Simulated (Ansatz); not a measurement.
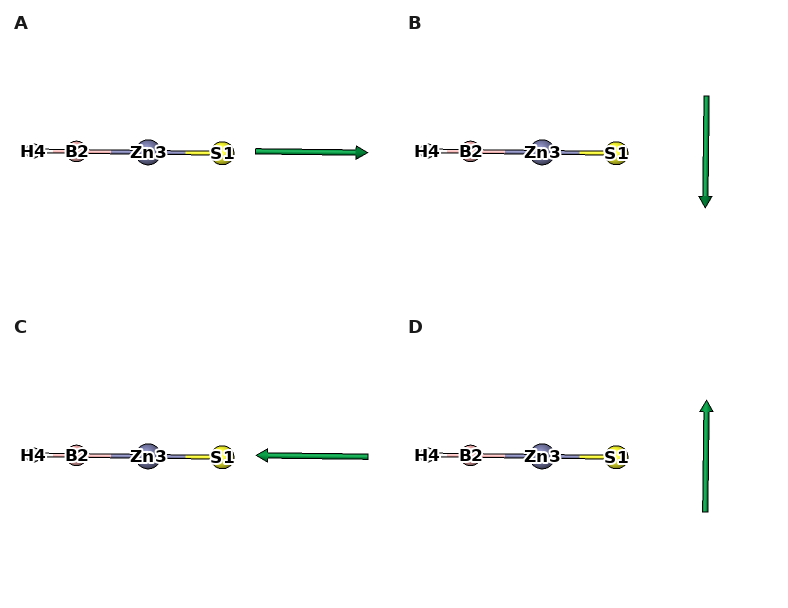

The same molecule four times, each with an arrow. Computed geometry: PBE0-D4/def2-TZVP optimisation. No frequency run is at hand to confirm it as a minimum. Properties computed with RKS PBE0-D4/def2-TZVP (Ansatz 0.2.0).

Which arrow points along the dipole moment, from the negative to the positive end?

C. The dipole moment is 6.93 D; it points from the side of S1 to the side of H4 (the outermost atoms at the two ends).
